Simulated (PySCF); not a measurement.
# SiH2F (SMILES F[SiH2]): USVWN5/STO-3G

Aim: the vertical ionisation energy of SiH2F at USVWN5/STO-3G, from 2 runs. Input form: a Python script.

The results are computed with PySCF 2.14.0.

8 further runs of the same task are left out: 8 set aside as unsound or not needed.

### Step 1. The system as given

SiH2F: 4 atoms, total charge 0, spin state doublet. As SMILES, `F[SiH2]`. Geometry: relaxed at GFN2-xTB.

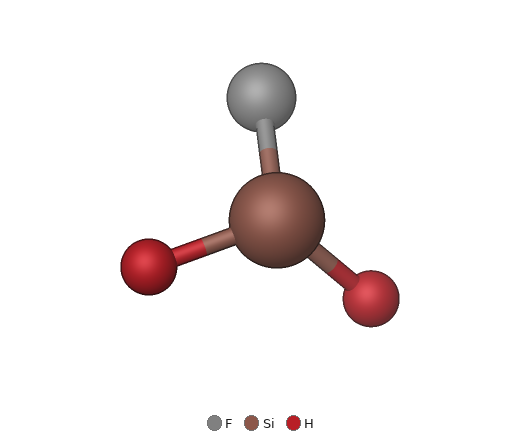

Viewed from a chosen angle; fluorine grey, silicon brown, hydrogen red.

### Step 2. The energy at USVWN5/STO-3G

The input, input.py:

```python
# F[SiH2]
from pyscf import gto, dft

system = gto.Mole()
system.atom = 'F 1.205590 0.647540 -0.425510; Si -0.122150 -0.264920 -0.246870; H -1.219930 0.678520 -0.261640; H 0.136490 -1.061140 0.934020'
system.basis = 'sto-3g'
system.charge = 0
system.spin = 1
system.verbose = 3
system.max_memory = 1860
system.build()

myscf = dft.UKS(system)
myscf.xc = 'svwn'
myscf.grids.level = 5
myscf.conv_tol = 1e-10
myscf.kernel()
if not myscf.converged:
    myscf = myscf.newton().run(myscf.mo_coeff, myscf.mo_occ)

etot = myscf.e_tot
print('E(%s) = %.9f' % ('SVWN5', etot))
```

Command:

```console
$ OMP_NUM_THREADS=1 python input.py
```

Standard output:

```text
converged SCF energy = -383.792151911901  <S^2> = 0.75014184  2S+1 = 2.0001418
E(SVWN5) = -383.792151912
```

Run time: 1.8 s. Hardware: 1 thread of Arm Neoverse V2, shared host; peak memory 0.14 GiB.

### Step 3. The singlet cation at the same level

The input, run.py:

```python
from pyscf import gto, dft

mol = gto.M(
    atom='''
F      2.278235     1.223673    -0.804097
Si    -0.230830    -0.500626    -0.466517
H     -2.305334     1.282217    -0.494428
H      0.257929    -2.005264     1.765042
''',
    verbose=4,
    unit='bohr',
    basis='sto-3g',
    spin=0,
    max_memory=1860,
    charge=1,
)

myscf = dft.RKS(mol)
myscf.xc = 'svwn'
myscf.grids.level = 5
myscf.conv_tol = 1e-10
myscf.kernel()
if not myscf.converged:
    myscf = myscf.newton().run(myscf.mo_coeff, myscf.mo_occ)

etot = myscf.e_tot
print(f'total energy: {etot:.8f} hartree')
```

Command:

```console
$ OMP_NUM_THREADS=1 python run.py
```

Standard output:

```text
PySCF version 2.14.0

[INPUT] num. atoms = 4
[INPUT] num. electrons = 24
[INPUT] charge = 1
[INPUT] spin (= nelec alpha-beta = 2S) = 0
[INPUT] symmetry False subgroup None
[INPUT] Mole.unit = bohr
[INPUT] Symbol           X                Y                Z      unit          X                Y                Z       unit  Magmom
[INPUT]  1 F      1.205590043120   0.647539865218  -0.425509807769 AA    2.278235000000   1.223673000000  -0.804097000000 Bohr   0.0
[INPUT]  2 Si    -0.122149975597  -0.264919870394  -0.246870164907 AA   -0.230830000000  -0.500626000000  -0.466517000000 Bohr   0.0
[INPUT]  3 H     -1.219930216359   0.678520015854  -0.261640030041 AA   -2.305334000000   1.282217000000  -0.494428000000 Bohr   0.0
[INPUT]  4 H      0.136490148835  -1.061140010678   0.934020002717 AA    0.257929000000  -2.005264000000   1.765042000000 Bohr   0.0

nuclear repulsion = 55.4994604478843
number of shells = 10
number of NR pGTOs = 48
number of NR cGTOs = 16
basis = sto-3g
ecp = {}

******** <class 'pyscf.dft.rks.RKS'> ********
method = RKS
initial guess = minao
damping factor = 0
level_shift factor = 0
DIIS = <class 'pyscf.scf.diis.CDIIS'>
diis_start_cycle = 1
diis_space = 8
diis_damp = 0
SCF conv_tol = 1e-10
SCF conv_tol_grad = None
SCF max_cycles = 50
direct_scf = True
direct_scf_tol = 1e-13
XC library pyscf.dft.libxc version 7.0.0
    S. Lehtola, C. Steigemann, M. J.T. Oliveira, and M. A.L. Marques.,  SoftwareX 7, 1–5 (2018)
XC functionals = svwn
    P. A. M. Dirac.,  Math. Proc. Cambridge Philos. Soc. 26, 376 (1930)
    F. Bloch.,  Z. Phys. 57, 545 (1929)
    S. H. Vosko, L. Wilk, and M. Nusair.,  Can. J. Phys. 58, 1200 (1980)
radial grids:
    Treutler-Ahlrichs [JCP 102, 346 (1995); DOI:10.1063/1.469408] (M4) radial grids

becke partition: Becke, JCP 88, 2547 (1988); DOI:10.1063/1.454033
pruning grids: <function nwchem_prune>
grids dens level: 5
symmetrized grids: False
atomic radii adjust function: <function treutler_atomic_radii_adjust>
small_rho_cutoff = 0
Set gradient conv threshold to 1e-05
Initial guess from minao.
tot grids = 134512
init E= -383.681347711076
  HOMO = -0.327392769353126  LUMO = -0.121734563054901  gap/eV = 5.59624
cycle= 1 E= -383.441264527894  delta_E= 0.24  |g|= 0.536  |ddm|= 2.23
  HOMO = -0.240724183016155  LUMO = -0.225181756270629  gap/eV = 0.42293
cycle= 2 E= -381.270651448049  delta_E= 2.17  |g|= 2.43  |ddm|=  3.6
  HOMO = -0.469828619216279  LUMO = -0.388865972506385  gap/eV = 2.20311
cycle= 3 E= -383.56370465804  delta_E= -2.29  |g|= 0.253  |ddm|= 2.76
  HOMO = -0.46506076147186  LUMO = -0.377005756359104  gap/eV = 2.39610
cycle= 4 E= -383.582276196255  delta_E= -0.0186  |g|= 0.106  |ddm|= 0.28
  HOMO = -0.472771012189017  LUMO = -0.381641928771998  gap/eV = 2.47975
cycle= 5 E= -383.585191395911  delta_E= -0.00292  |g|= 0.0546  |ddm|= 0.076
  HOMO = -0.478160046171409  LUMO = -0.381517913959254  gap/eV = 2.62977
cycle= 6 E= -383.586255879817  delta_E= -0.00106  |g|= 0.00104  |ddm|= 0.0735
  HOMO = -0.477950484602876  LUMO = -0.381497967710166  gap/eV = 2.62461
cycle= 7 E= -383.586256426646  delta_E= -5.47e-07  |g|= 0.000428  |ddm|= 0.00281
  HOMO = -0.477997982658288  LUMO = -0.381493135377175  gap/eV = 2.62603
cycle= 8 E= -383.586256497304  delta_E= -7.07e-08  |g|= 4.86e-05  |ddm|= 0.000698
  HOMO = -0.477992069918347  LUMO = -0.381492513389898  gap/eV = 2.62589
cycle= 9 E= -383.586256498268  delta_E= -9.63e-10  |g|= 3.05e-06  |ddm|= 7.9e-05
  HOMO = -0.477992310290169  LUMO = -0.381492404161132  gap/eV = 2.62590
cycle= 10 E= -383.586256498272  delta_E= -4.26e-12  |g|= 2.37e-07  |ddm|= 4.4e-06
  HOMO = -0.477992394823436  LUMO = -0.381492413201456  gap/eV = 2.62590
Extra cycle  E= -383.586256498272  delta_E= 3.41e-13  |g|= 6.54e-07  |ddm|= 1.56e-06
converged SCF energy = -383.586256498272
total energy: -383.58625650 hartree
```

Wall time 1.4 s (1 thread of Arm Neoverse V2, shared host); peak memory 0.14 GiB.

### Step 4. What came out

At USVWN5/STO-3G:

| quantity | value |
| --- | --- |
| doublet SiH2F: total energy | -383.79215 Eh |
| doublet SiH2F: dipole moment | 0.41 D |
| doublet SiH2F: HOMO energy (highest over α and β) | -0.70 eV |
| doublet SiH2F: LUMO energy (lowest over α and β) | 0.55 eV |
| doublet SiH2F: ⟨S²⟩ | 0.750 |
| singlet cation: total energy | -383.58626 Eh |
| singlet cation: HOMO energy | -13.01 eV |
| singlet cation: LUMO energy | -10.38 eV |
| singlet cation: HOMO–LUMO gap | 2.63 eV |
| vertical ionisation energy (to the singlet cation) | 5.603 eV |

What this shows: The vertical ionisation energy comes to 5.60 eV (129 kcal/mol). Only the singlet of the ionised species was computed; a triplet could lie lower. In a minimal basis such a difference can be off by several eV, whatever the method.
